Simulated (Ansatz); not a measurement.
# Run report: TiH3BrO2F2, frequency calculation

- system: TiH3BrO2F2
- method: RKS PBE-D4/def2-SVP (Ansatz 0.2.0)

It belongs to a series of runs on one base structure; here: vibrations at the highest image of the band. Figures and captions count atoms from 1; the log counts them from 0 in places.

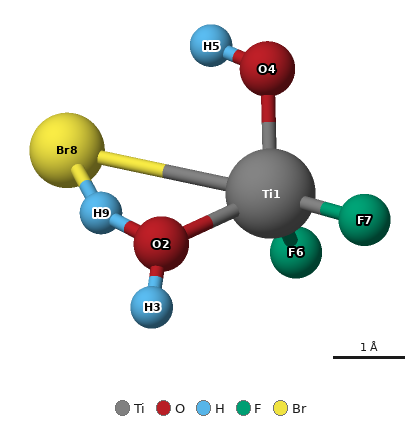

Figure 1. The structure as given in the input (ball-and-stick view, seen at a tilt; atoms are numbered from 1 in the order of the input). Sticks mark near contacts. Bond lengths as drawn: Br–H 1.68 Å, Br–Ti 3.18 Å, F–Ti 1.74 to 1.75 Å, H–O 0.98 to 1.25 Å and O–Ti 1.77 to 1.93 Å.

### Input
```yaml
crystal:
  periodic: [false, false, false]
  atoms:
    - { symbol: Ti, position_ang: [-0.023225, -0.248668, 0.012037] }
    - { symbol: O, position_ang: [-0.15602, 0.227137, 1.8789] }
    - { symbol: H, position_ang: [-0.955916, 0.354385, 2.42496] }
    - { symbol: O, position_ang: [1.609281, -0.723563, -0.471677] }
    - { symbol: H, position_ang: [2.289245, -0.024548, -0.308798] }
    - { symbol: F, position_ang: [-0.740954, 0.932657, -1.05579] }
    - { symbol: F, position_ang: [-1.026928, -1.668302, -0.123444] }
    - { symbol: Br, position_ang: [1.840511, 2.102233, 1.076689] }
    - { symbol: H, position_ang: [0.683207, 1.155569, 1.840623] }
basis:
  gaussian: { orbitals: def2-SVP }
hamiltonian:
  xc: pbe
  dispersion: d4
phonons: {}
```

Launch command:
```bash
ansatz run input.yaml --threads 4 --pin off --max-ram 5120MiB --backend cpu --events-out ev --progress --plain --runs-dir out
```

### Output
```
Engine: ansatz 0.2.0, aarch64-unknown-linux-gnu
Functional definition: PBE
  parameter kappa = 0.804
  parameter beta = 0.06672455060314922
  exchange = pbe_x(kappa = kappa, mu = beta*pi^2/3)
  correlation = pbe_c(beta = beta)
1481 factors; their error is unknown
mean field evaluation 1: about -102686.7067 eV, gradient 9.2e1 eV
mean field evaluation 2: about -102210.5617 eV, gradient 4.6e2 eV
mean field evaluation 4: about -102691.5644 eV, gradient 7.1e1 eV
mean field evaluation 8: about -102701.1201 eV, gradient 1.6e0 eV
mean field evaluation 16: about -102701.0370 eV, gradient 6.1e-3 eV
mean field -102701.03703659 eV, -3774.1934978315 hartree, gradient 5.0e-5 eV, S^2 0.000000; 0 other end points of the search recorded, 0 dependent functions left out
the calculation of the forces begins
reference -102701.03713317 eV, -3774.1935013808 hartree; 47, 47 occupied and 87, 87 virtual orbitals, 1481 factors
these checks for a lower state are left out or cut short: stability, starts, cluster_reference, orbital_swaps, neighbouring_geometries, increment
1481 factors; their error is unknown
mean field -102701.03687103 eV, -3774.1934917473 hartree, gradient 9.4e-7 eV, S^2 0.000000; 0 other end points of the search recorded, 0 dependent functions left out
[... from here on the field's lines of each further geometry are left out, up to the last ...]
the calculation of the forces begins
reference -102701.03712729 eV, -3774.1935011646 hartree; 47, 47 occupied and 87, 87 virtual orbitals, 1481 factors
these checks for a lower state are left out or cut short: stability, starts, cluster_reference, orbital_swaps, neighbouring_geometries, increment
1481 factors; their error is unknown
mean field -102701.03701345 eV, -3774.1934969812 hartree, gradient 2.3e-6 eV, S^2 0.000000; 0 other end points of the search recorded, 0 dependent functions left out
the calculation of the forces begins
reference -102701.03711004 eV, -3774.1935005307 hartree; 47, 47 occupied and 87, 87 virtual orbitals, 1481 factors
WARN: phonons: modes at or below zero, which the zero-point energy, F, S and C_V leave out: 1, the lowest at -380.02 cm⁻¹. A minimum has none, and a first-order saddle one
Total energy: -102701.26469528 eV, -3774.2018641340 hartree
Atom 0 at    -0.023225    -0.248668     0.012037 Å, force    -0.000438     0.000724    -0.000413 eV/Å
Atom 1 at    -0.156020     0.227137     1.878900 Å, force     0.000223    -0.002862     0.001093 eV/Å
Atom 2 at    -0.955916     0.354385     2.424960 Å, force    -0.000470     0.001269    -0.000578 eV/Å
Atom 3 at     1.609281    -0.723563    -0.471677 Å, force     0.000544     0.000168     0.000169 eV/Å
Atom 4 at     2.289245    -0.024548    -0.308798 Å, force     0.000146    -0.000606    -0.000355 eV/Å
Atom 5 at    -0.740954     0.932657    -1.055790 Å, force    -0.000348    -0.000126     0.000096 eV/Å
Atom 6 at    -1.026928    -1.668302    -0.123444 Å, force     0.000104     0.000082    -0.000067 eV/Å
Atom 7 at     1.840511     2.102233     1.076689 Å, force    -0.000521    -0.000131     0.000239 eV/Å
Atom 8 at     0.683207     1.155569     1.840623 Å, force     0.000761     0.001481    -0.000184 eV/Å
Dipole moment:    -0.387392    -0.197047     0.389590 e Å
Vibrations: -380.02 66.34 103.64 133.09 175.20 200.27 204.82 224.54 258.85 425.52 449.90 583.59 604.08 702.80 771.86 803.27 863.73 907.17 1308.23 3520.43 3713.46 cm⁻¹, zero-point energy 0.993163 eV
```

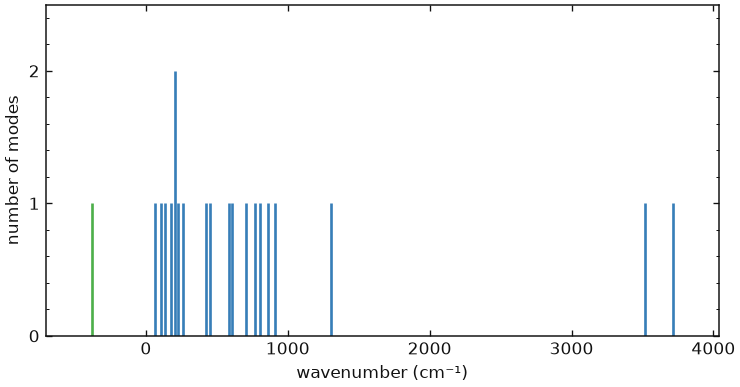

Figure 2. Harmonic vibrational wavenumbers from the force constants; neighbouring modes closer than 19 cm⁻¹ are counted in one stick, and imaginary ones are drawn at negative wavenumbers. 21 modes from 380i to 3713 cm⁻¹, 1 imaginary beyond 8i (380i cm⁻¹): a first-order saddle point, if the geometry is stationary.

### Key numbers

```tsv
quantity	value
outcome	converged
total energy	−102701.2647 eV
mean-field energy	−102701.0371 eV
largest force (length of the vector)	0.003 eV/Å
hardware	4 threads of Arm Neoverse V1, 24 GiB of memory available, shared host
wall time	74 s (CPU time 4.6 min)
peak memory	0.22 GiB
```
